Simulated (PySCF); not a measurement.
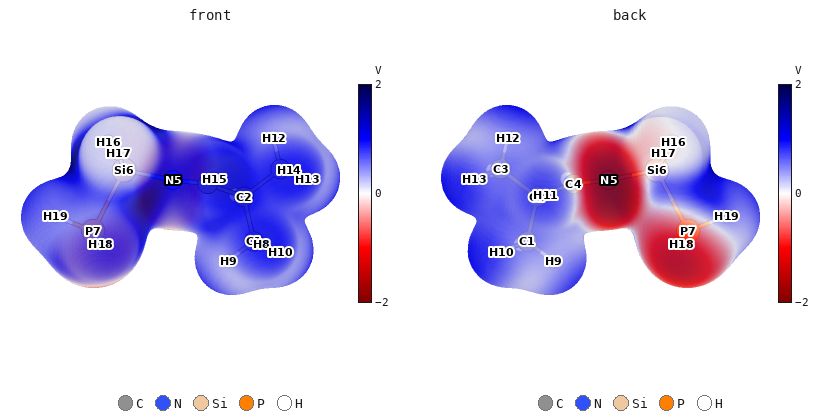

C4H12NPSi (SMILES CC(C)/C=N/[SiH2]P). The molecular electrostatic potential painted on the density surface at 0.004 e/bohr³, seen from the front and from behind; the colour scale runs from red (negative) to blue (positive).

Geometry: GFN2-xTB.

All numbers below come from PBE0/pcSseg-1, SCF density, gas phase, non-relativistic (PySCF).

```xyz
19

C    -1.6000    1.1642   -1.1387
C    -1.3711   -0.2558   -0.6101
C    -2.6093   -0.7663    0.1240
C    -0.1931   -0.2237    0.3134
N     0.9231   -0.6802   -0.0217
Si    2.5018   -0.7517    0.6247
P     3.6274    0.7024   -0.6669
H    -1.7936    1.8510   -0.3169
H    -0.7237    1.5090   -1.6820
H    -2.4555    1.1790   -1.8099
H    -1.1333   -0.9148   -1.4494
H    -2.4490   -1.7785    0.4872
H    -3.4667   -0.7706   -0.5447
H    -2.8383   -0.1255    0.9732
H    -0.3845    0.2495    1.2859
H     2.9468   -2.1080    0.3139
H     2.7055   -0.4658    2.0560
H     3.4506    1.7909    0.1707
H     4.8534    0.4040   -0.1010
```

### Where is the surface potential most negative and most positive?

The most negative region (about −1.8 V, or −42 kcal/mol for a unit charge) lies over N5, the most positive (about +1.7 V, or +39 kcal/mol for a unit charge) over Si6. N5 is the likeliest acceptor of a hydrogen bond.
